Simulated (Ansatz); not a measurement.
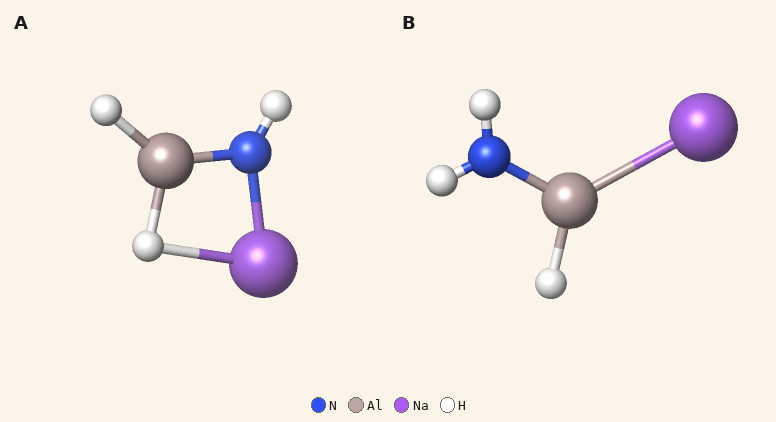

2 stationary structures of one formula. Geometries: PBE0-D4/def2-TZVP. Electronic energies: PBE-D4/def2-TZVPP (Ansatz 0.2.0), without zero-point energy. No frequency run is at hand to confirm each as a minimum.

> Rank them by energy, lowest first.

B is lowest (Cs); A lies 1.0 kcal/mol above it (Cs).

Give E(B) − E(A) in kcal/mol at these levels too: PBE0-D4/def2-TZVP; PBE0-D4/def2-TZVPP; ωB97M-V/def2-TZVPP; RHF-CCSD(T) (frozen core)/def2-TZVPP; PBE-D4/def2-TZVPP; B3LYP-D4/def2-TZVPP; r2SCAN-D4/def2-TZVPP.

| level | E(B) − E(A) (kcal/mol) |
| --- | --- |
| PBE0-D4/def2-TZVP | −1.2 |
| PBE0-D4/def2-TZVPP | −1.6 |
| ωB97M-V/def2-TZVPP | +2.2 |
| RHF-CCSD(T) (frozen core)/def2-TZVPP | +2.5 |
| PBE-D4/def2-TZVPP | −1.0 |
| B3LYP-D4/def2-TZVPP | +1.0 |
| r2SCAN-D4/def2-TZVPP | +3.9 |
